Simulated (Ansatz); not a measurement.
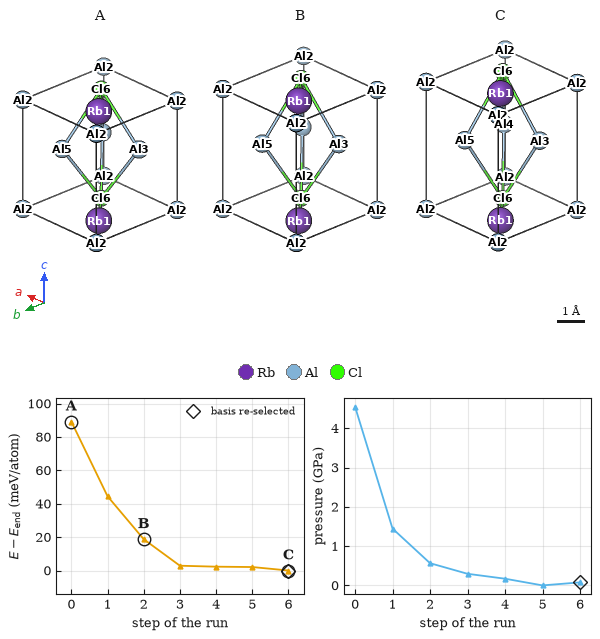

Frames of a relaxation of solid RbAl$_{4}$Cl (a generated structure, set up in P-6m2) (coarse preliminary run), marked on the history of the run. A ball-and-stick model of the cell of the calculation, seen from a free direction.

These are results of DFT PBE, scalar-relativistic, plane waves, PAW (Ansatz), not measurements. (plane-wave cutoff 420 eV; k-point mesh 3 × 3 × 4; occupations gaussian; smearing width 0.1 eV; no spin polarisation; cell and atoms relaxed; force threshold 0.04 eV/Å; at most 70 steps)

Q: Describe the path.

A: The largest moves relative to the cell, 0.009 Å, are those of Al3, Al4 and Al5. Al4 goes along [−1 1 0]. Cl and Rb stay in place. The drawn cell changes as follows: a = b 5.916 → 5.792 Å (−2.1 %), c 4.327 → 5.031 Å (+16.3 %); the volume changes by +11.4 %. Among the contacts that change: Al3–Cl6 2.756 → 3.015 Å, Rb1–Al2 3.416 → 3.344 Å, Rb1–Cl6 3.416 → 3.344 Å. The space group stays P-6m2 (No. 187). After 5 accepted moves (6 points after the start) the energy has fallen by 89.2 meV per atom. Largest force component: 0.072 eV/Å at the start, 0.0019 eV/Å at the end. Pressure: 4.55 GPa at the start and 0.08 GPa at the end. The SCF was repeated once at an unchanged geometry on a basis and grid sized afresh for the cell, which shifted the energy by 2.1 meV per atom at most. The run took 22 s on 1 thread of Arm Neoverse V1, on a shared host, peak memory 0.33 GiB. From step 0 to 2: volume +9.8 %, energy −70.5 meV per atom. From step 2 to 6: volume +1.4 %, energy −18.7 meV per atom.
